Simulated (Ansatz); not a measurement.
The starting structures come from a database of crystals and need not be the phases stable at ambient conditions.

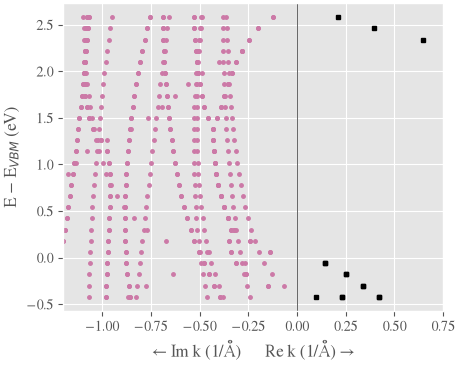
Figure. Complex bands at the centre of the two-dimensional zone; r2SCAN in Ansatz (a quantum-chemistry and plane-wave program)

The gap is the functional's own, uncorrected, and κ follows it; spin-orbit coupling is left out. Mid-gap values are interpolated between the computed energies.

Problem. This is Ba2CaMoO6 (Fm-3m, not sure to be the ambient phase, 10 atoms a cell, 15.4 Å³ an atom, -6 GPa at this level) along the normal of (001). Read off the slowest decay at the centre of the two-dimensional zone at 1.14 eV, the computed energy nearest the middle of the gap.

Solution. κ ≈ 0.31 1/Å, a decay length 1/(2κ) of the density of 1.6 Å.
